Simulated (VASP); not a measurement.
Band structure of Mg3Sb2 (a-la2o3). These are modified Becke-Johnson potential (mBJ), VASP's PBE PAW potentials (set 64) (plane waves; VASP 6.6.1) values and carry that method's errors.

mBJ is a potential without an energy functional, so only the levels count. The path is coarsely sampled, so an indirect gap can come out somewhat too large. Unless said otherwise, spin-orbit coupling is left out, though it shifts the bands of the heavy elements here.

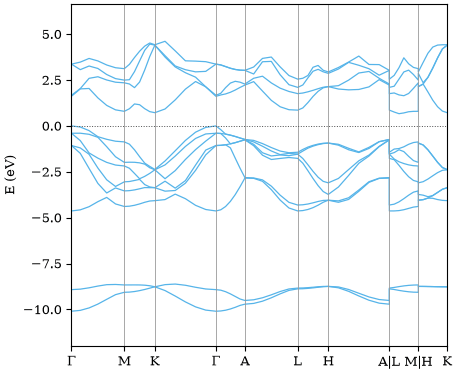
Figure. Bands along high-symmetry lines, zero at the valence-band maximum or, without a gap, the Fermi level

Problem. Read the plot: is there a gap, and where are the band edges?

Solution. The gap is indirect, 0.67 eV, from the valence maximum at Γ to the conduction minimum at L-M at 0.33.

The compound is Mg3Sb2 in the a-la2o3 structure. It was relaxed first. The k-mesh is coarse (spacing up to 0.43 per Å, 2π included), so the numbers may not be converged in it. The cell's shape comes from a PBE relaxation.
